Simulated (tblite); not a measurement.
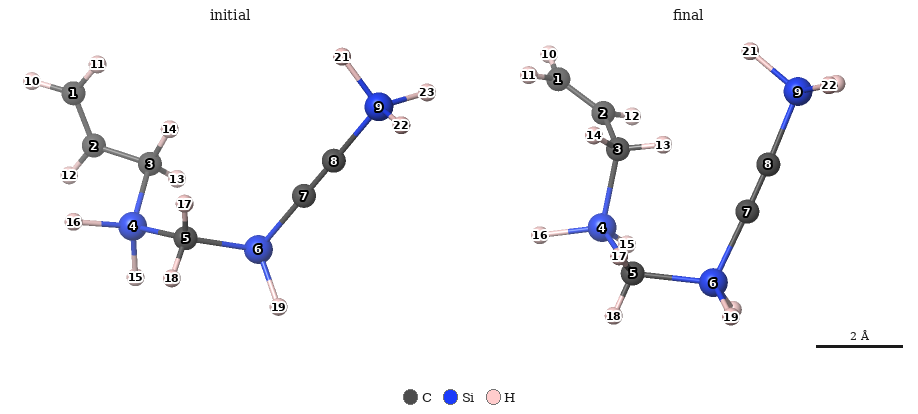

The structure of C6H14Si3 before (left) and after (right) a relaxation, at one scale.

Style: ball-and-stick. Shown at a tilt.

Level of theory: tblite 0.8.0, GFN2-xTB geometry optimisation, gas phase. 

Question: Summarise the run.

Answer: The atom that moves furthest after the best rigid fit is an H atom (2.83 Å). By element the largest moves are H 2.83 Å, Si 1.66 Å, C 1.55 Å. Among the contacts that change: C–Si 1.848 → 1.909 Å, C–H 1.113 → 1.077 Å, H–Si 1.508 → 1.472 Å, C–H 1.124 → 1.090 Å. Bond angles that change, for instance: H–C–H 122.1° → 116.2°, Si–C–Si 110.6° → 116.4°, C–C–Si 105.4° → 111.0°. Groups turn about C–Si by about 60°, C–Si by about 40°. Over 286 geometry steps the energy falls by 43.1 kJ/mol.
